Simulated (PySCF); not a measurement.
C$_{5}$H$_{9}$BCl$_{2}$Si

Input file:

```
{"job": {"kind": "nmr", "xc": "PBE0", "basis": "pcSseg-1"}, "charge": 0, "multiplicity": 1}
C     -1.443462     1.295715     1.562276
C     -1.039917     0.702665     0.452592
C     -1.520622    -0.637710    -0.016745
C     -0.282169    -1.502478    -0.273098
Si     0.998994    -0.295833    -1.033409
B      2.820805    -0.433475    -0.262326
Cl     4.213729    -0.647337    -1.248075
Cl     3.077834    -0.336664     1.436224
C      0.019870     1.251623    -0.455619
H     -2.198714     0.863167     2.196512
H     -1.044693     2.245812     1.876082
H     -2.065585    -0.507669    -0.955136
H     -2.194162    -1.098684     0.706161
H     -0.524684    -2.355950    -0.902699
H      0.081489    -1.896742     0.676815
H      0.943670    -0.384341    -2.505414
H      0.607123     2.017289     0.047652
H     -0.458263     1.726928    -1.313449
```

Command:

```sh
OMP_NUM_THREADS=1 python probes_run.py task.json out
```

Geometry: GFN2-xTB.

The calculation used PBE0/pcSseg-1, SCF density, gas phase, non-relativistic in PySCF 2.14.0.

### What can the converged electron density and electron localisation function tell about the bonding?

C–C (1.32 Å): ρ at the midpoint is about 2.3 e/Å³; the ELF peaks at about 0.95 between the atoms; a multiple bond.
C–H (1.08 Å): ρ at the midpoint is about 2 e/Å³; the ELF climbs to about 1 towards the hydrogen, as it does in any bond to H (an ordinary covalent bond to hydrogen).
C–C (1.50 Å): ρ at the midpoint is about 1.7 e/Å³; the ELF peaks at about 0.95 between the atoms; localised, covalent bonding.

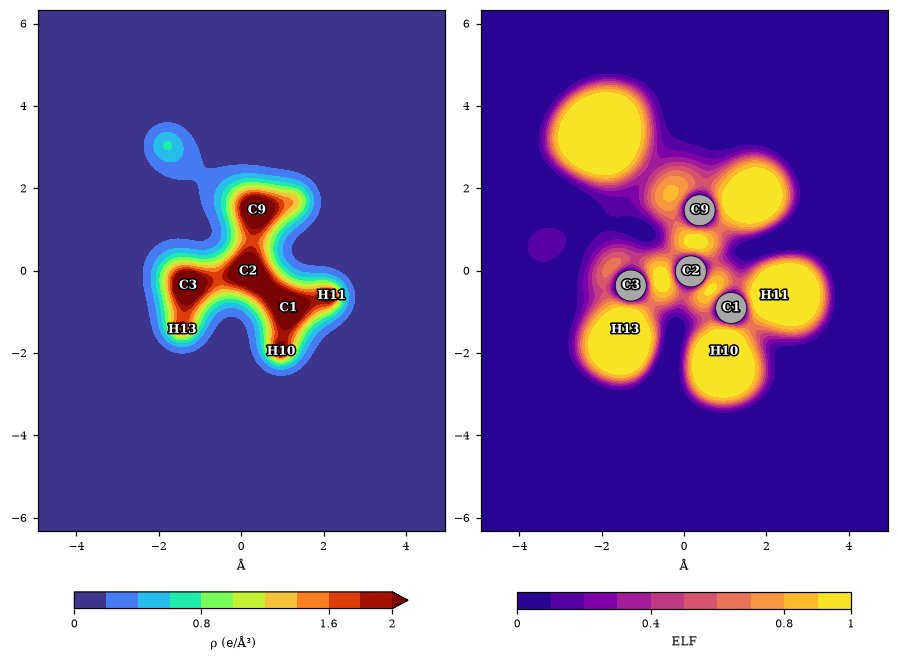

Computed electron density and electron localisation function on the plane of atoms C2, C1 and H10, in this order. Grey discs cover the atomic cores in the ELF map. 
